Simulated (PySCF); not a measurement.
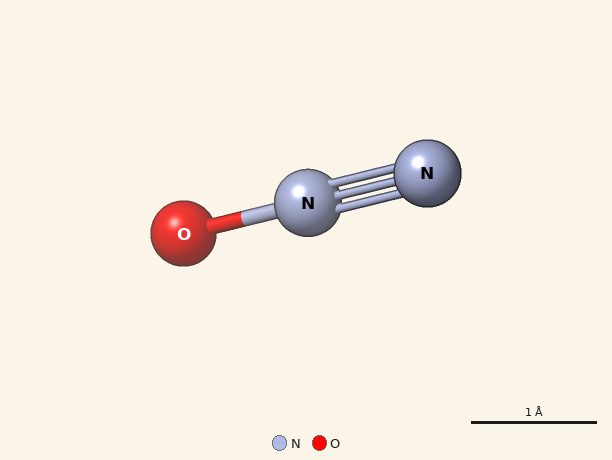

Distant atoms are faded towards the background colour. Computed geometry: PBE0-D3(BJ)/def2-SVP optimisation. No frequency run is at hand to confirm it as a minimum. Masses are those of the most abundant isotopes; constants are for the rigid equilibrium geometry.

Question: Classify the rotor and give the rotational constants (MHz).

Answer: A linear rotor (C∞v) with B = 12776 MHz.
